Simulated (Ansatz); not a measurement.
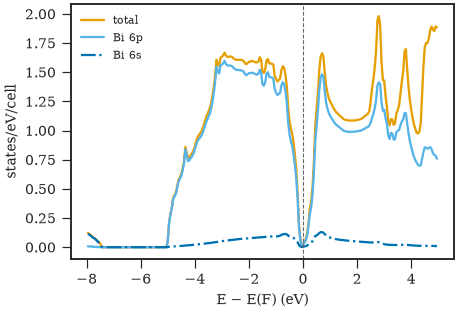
*Total and projected density of states of Bi (A7 (α-As type), space group No. 166), LDA (plane waves, PAW; program Ansatz)*

Question: Which orbitals carry the states next to the Fermi level?

Answer: Within 0.5 eV of the Fermi level: Bi 6p 88 %, Bi 6s 9 %. Projections are on Löwdin-orthogonalised atomic valence shells; empty p or d shells of many metals are not among them.

Question: Where is the tallest occupied peak in this window, and what makes it?

Answer: Near -2.9 eV, about 1.7 states/eV per cell; the largest projected share is Bi 6p.

Space group R-3m (A7 (α-As type)). The LDA relaxation kept the symmetry of its start. Spin–orbit coupling is left out wherever it is not named.

Potentials: the earlier of the program's two PAW sets. The files were generated under PBE; for other functionals the program regenerates the frozen cores, and for LDA and PBEsol the local potential too.
